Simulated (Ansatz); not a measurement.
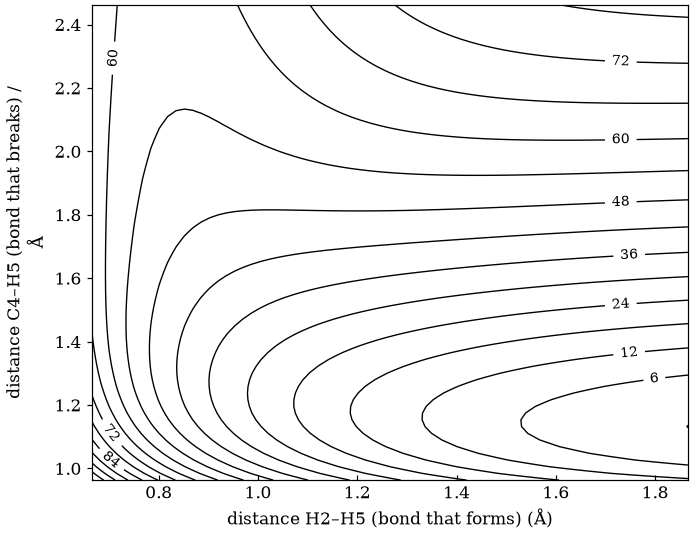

Energy landscape of the reacting system CH4AlClO (fragments CH₄AlClO where the first distance is long, CH₂AlClO + H₂ where the second is long). 
- The first coordinate is: distance H2–H5 (bond that forms); the second: distance C4–H5 (bond that breaks).
- Relaxed at each point: all other coordinates.
- Grid: 13 × 13 points.
- Points are written as (first, second).
- All energies are given in kcal/mol relative to the lowest grid point.
- The reference is spin-restricted, so regions where a bond is pulled apart into radicals lie too high.
- All numbers below come from RKS SPW92 (LDA)/def2-SVP (Ansatz 0.2.0).

In the figure: contour lines labelled in kcal/mol. Between grid points the surface is interpolated. 

Question: Describe this landscape.

Answer: The lowest grid point is at (1.866 Å, 1.123 Å). It lies at the edge of the scanned range, so the true minimum may lie outside. The highest grid point, (0.666 Å, 0.963 Å), lies 109 kcal/mol above the lowest.

The whole map (169 points run) took 28 min on 1 thread of Arm Neoverse V1, with other jobs on the host.
